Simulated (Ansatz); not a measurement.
Cost and result by functional for the adsorption energy of SiH3 on the 1x1 (0001) surface of corundum (cut with top plane Al), one in a 1x1 cell, started at the site 'hollow Al-O-O-O over O at depth 2.3 Å', in Ansatz (plane waves, PAW). Single points on the PBE structure, on one kind of machine; costs are rough ratios of the slab run's core time (references not counted) to the cheapest single point. r2SCAN's cost holds its higher cutoff (500 against 420 eV). Differences are taken against r2SCAN for comparison alone: no measured value is at hand, so the table doesn't rank accuracy. The points keep PBE's geometry, so the relaxation of a polaron and the settling of charge on one site are left out.

Host crystal: corundum, with a band gap (PBE, scalar-relativistic without spin-orbit coupling).

Slab: 24 atoms, 6.7 Å thick at the start under the adsorbate (thin: gaps and levels are the slab's own); k 6x6x1, smearing 0.01 eV, dipole-corrected; 9 atoms held, the rest relaxed; no symmetry held; spin-polarised, ending with about 1.0 μB a cell; orders that need a larger cell were not tried, no spin-orbit, no U, no dispersion correction. At the end it is bonded to Al. In PBE it is, or lies within 0.03 eV of, the lowest of the starts that converged. These notes are the PBE run's. r2SCAN: The program's check for a lower electronic state was not made. Adsorption energies are against SiH4(g) − ½ H2(g). A negative adsorption energy means that the adsorbate is more stable on the surface than in its reference.

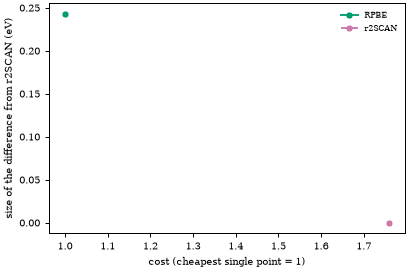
Difference from r2SCAN against cost

| functional | relative cost | adsorption energy (eV) | less r2SCAN (eV) |
|---|---|---|---|
| RPBE | 1 | 1.41 | 0.24 |
| r2SCAN | 2 | 1.17 | 0.00 |
| PBE (the relaxed run's value) | – | 1.28 | 0.11 |

The values span 0.24 eV, while the single points' costs differ by a factor of roughly 2. Differences are of unrounded values.

Ansatz is an electronic-structure program.
